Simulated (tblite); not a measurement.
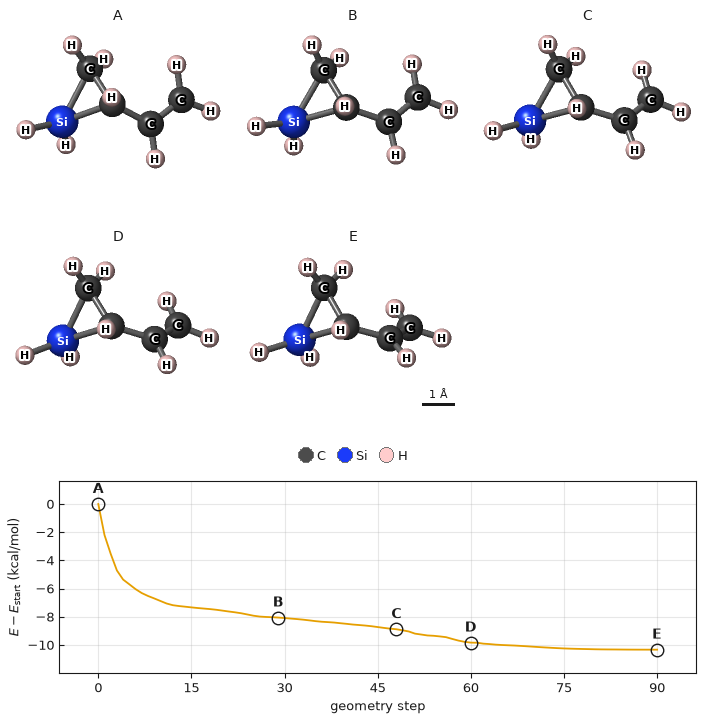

Frames of a relaxation of C$_{4}$H$_{8}$Si, marked on the history of the run. The picture is a ball-and-stick view, seen face on.

All numbers below come from GFN2-xTB geometry optimisation, gas phase in tblite 0.8.0. 

Q: Describe the path.

A: The atom that moves furthest after the best rigid fit is an H atom (1.47 Å). By element the largest moves are H 1.47 Å, C 0.48 Å, Si 0.24 Å. Some distances before and after: C–Si 1.873 → 1.912 Å, C–H 1.113 → 1.077 Å, H–Si 1.469 → 1.452 Å, C–H 1.098 → 1.084 Å. Bond angles that change, for instance: H–C–H 120.0° → 111.3°, C–C–H 123.4° → 114.7°, C–C–Si 112.5° → 120.3°. Groups turn about C–C by about 70°. After 90 geometry steps the energy has fallen by 10.3 kcal/mol. The run took 0.76 s on 1 thread of Arm Neoverse N1, on a shared host. From step 0 to 29: an H atom moves most (0.36 Å), energy −8.05 kcal/mol. From step 29 to 48: an H atom moves most (0.45 Å), energy −0.83 kcal/mol. From step 48 to 60: an H atom moves most (0.48 Å), energy −0.95 kcal/mol. From step 60 to 90: an H atom moves most (0.33 Å), energy −0.50 kcal/mol.
